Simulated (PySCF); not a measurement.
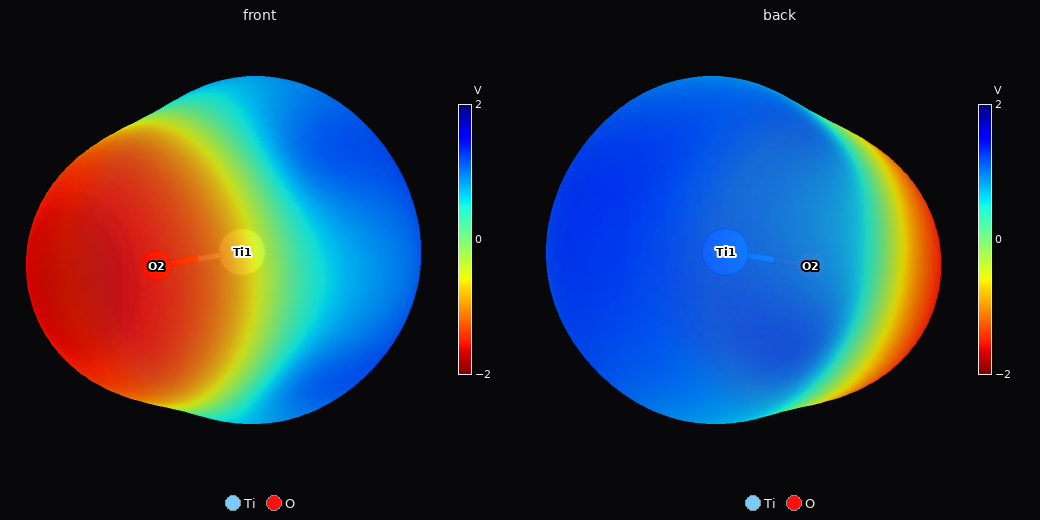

The picture shows: TiO (triplet). The molecular electrostatic potential painted on the density surface at 0.001 e/bohr³, seen from the front and from behind; the colour scale runs from red (negative) to blue (positive).

These are results of PBE0/def2-TZVPPD, non-relativistic Hamiltonian with scalar-relativistic core potentials where named, at a bond length of 1.601 Å in PySCF 2.14.0, not measurements.

```yaml
atoms:
  - { symbol: Ti, position_ang: [0.0000, 0.0000, -0.4005] }
  - { symbol: O, position_ang: [0.0000, 0.0000, 1.2005] }
```

Question: Describe the electrostatic potential map.

Answer: The most negative region (about −1.7 V) lies over O2, the most positive (about +1.3 V) over Ti1. O2 is the likeliest acceptor of a hydrogen bond.
